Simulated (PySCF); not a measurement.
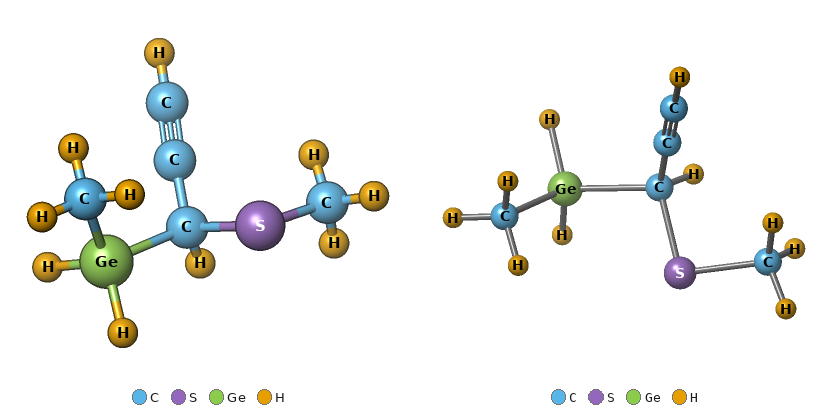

Both panels show the same species.

The geometry was computed by an optimisation with GFN2-xTB. No frequency run is at hand to confirm it as a minimum.

Describe the molecule.

The molecule is C₅H₁₀GeS. As SMILES it reads `C#C[C@@H](SC)[GeH2][CH3]`. Among its groups: alkyne, thioether. This geometry has C1 symmetry. Coordination: 2 C linear; 3 C tetrahedral; 1 S bent; 1 Ge tetrahedral.

More results for the same structure follow; atom numbers are the same in all pictures, views and colours differ.

### Geometry

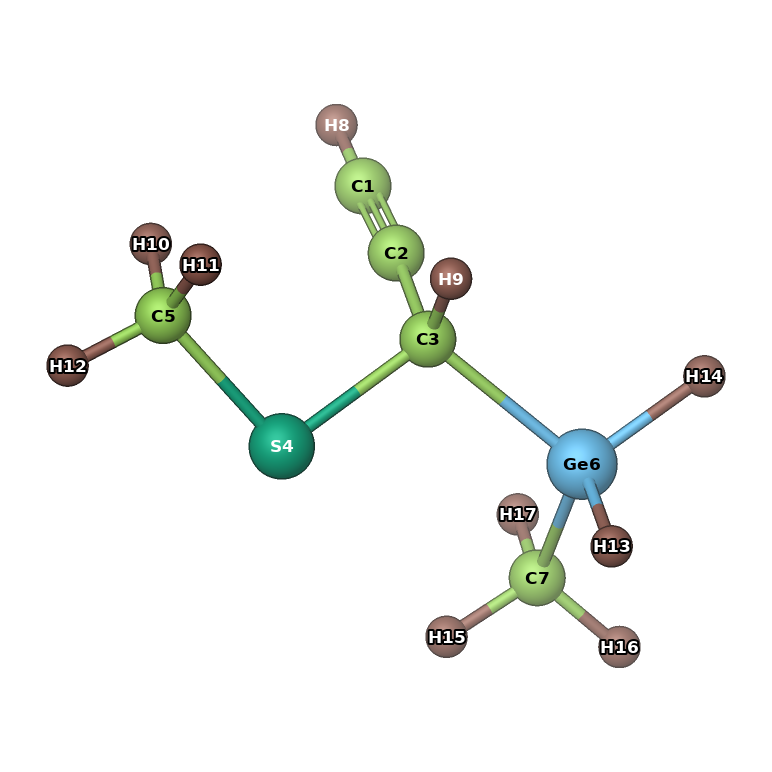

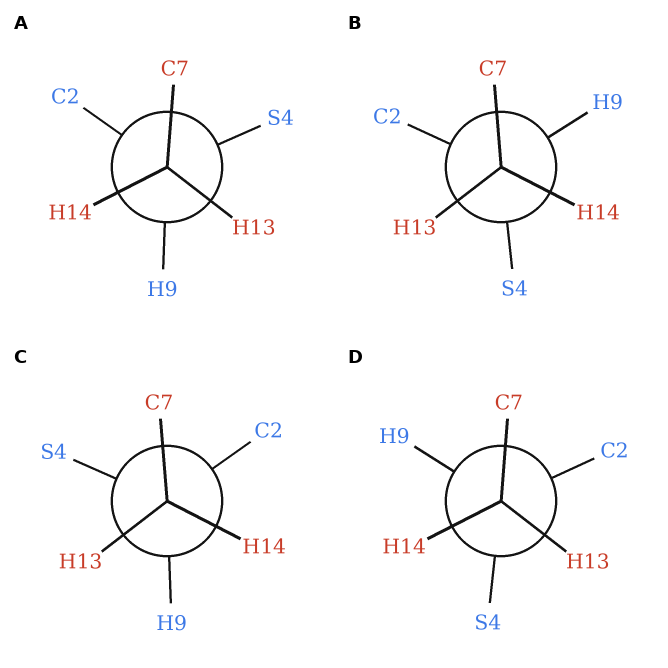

Atoms fade into the background with distance from the viewer. Bonds that would overlap in a projection are set slightly apart. No frequency run is at hand to confirm it as a minimum.

Which Newman projection shows the view along Ge6–C3, with Ge6 in front?

A. The torsion angle C7–Ge6–C3–S4 is 62°, synclinal (gauche).

### Dipole moment

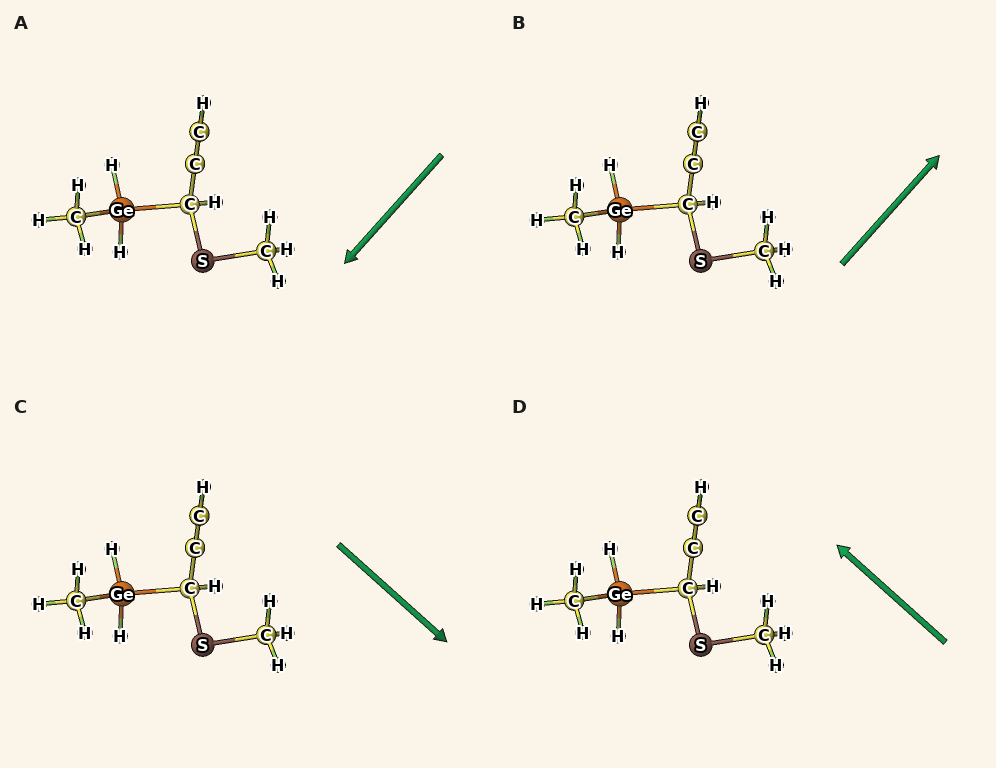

The same molecule four times, each with an arrow. No frequency run is at hand to confirm it as a minimum. Level of theory: B3LYP/def2-SVPD, gas phase (PySCF 2.14.0).

Which arrow points along the dipole moment, from the negative to the positive end?

B. The dipole moment is 0.72 D.

### Polarisability

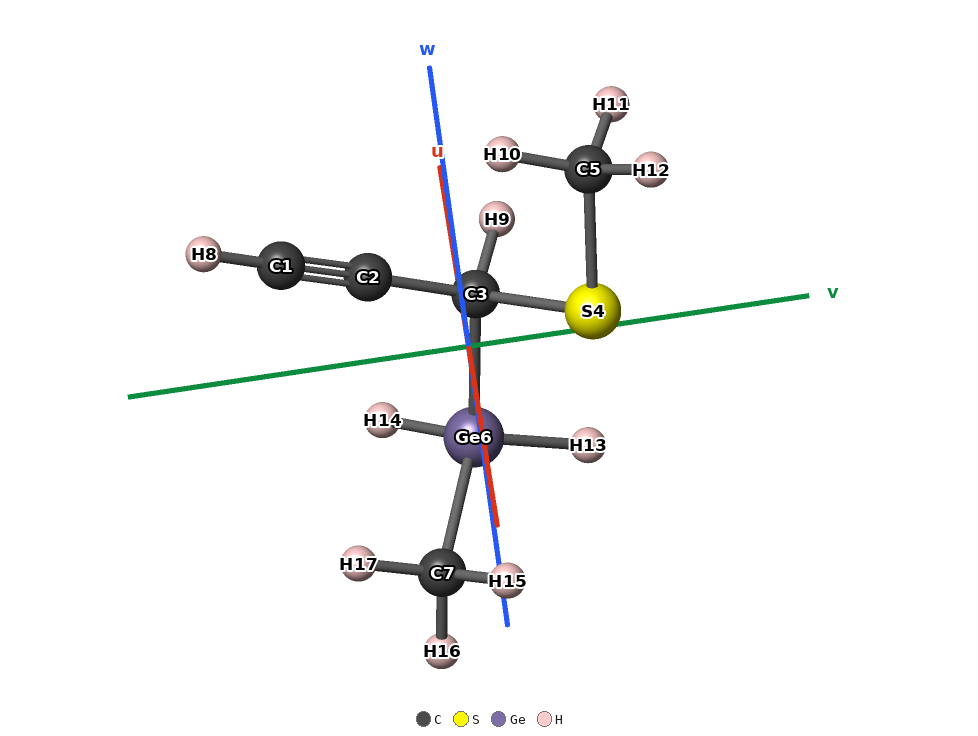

The lines u, v and w are the principal axes of the static dipole polarisability. No frequency run is at hand to confirm it as a minimum. Computed with B3LYP/def2-SVPD (PySCF 2.14.0).

Along which axis is the molecule most polarisable, and along which least?

Most along w, least along u.

Give the three principal values.

u 94.4, v 117.0, w 124.4 bohr³; mean 111.9, anisotropy 27.1 bohr³.

### Excitation

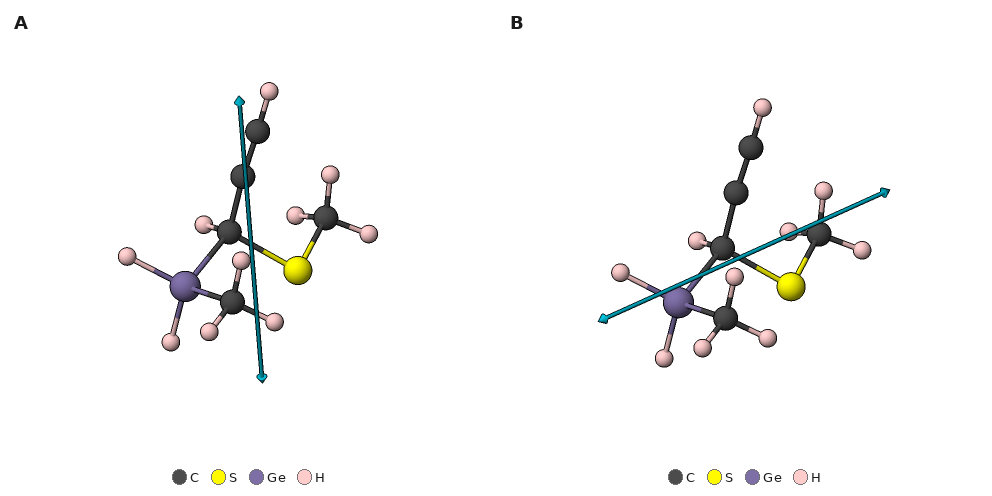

The double arrows show the directions of two transition dipoles from the ground state (lengths mean nothing). No frequency run is at hand to confirm it as a minimum. Properties computed with TDDFT B3LYP/def2-SVPD, vertical, gas phase, core orbitals frozen in the response (PySCF 2.14.0).

One belongs to singlet state 3 and one to singlet state 7. Which is which?

A: state 3, 5.68 eV (218 nm), oscillator strength 0.016, mainly HOMO → LUMO+2 (weight 0.52).
B: state 7, 6.32 eV (196 nm), oscillator strength 0.029, of mixed character, with the largest part HOMO−2 → LUMO (weight 0.44).

The geometry is semi-empirical. Around Ge such bond lengths and angles can be off by a tenth of an ångström or more and by several degrees, and values that hang on the shape move with them.
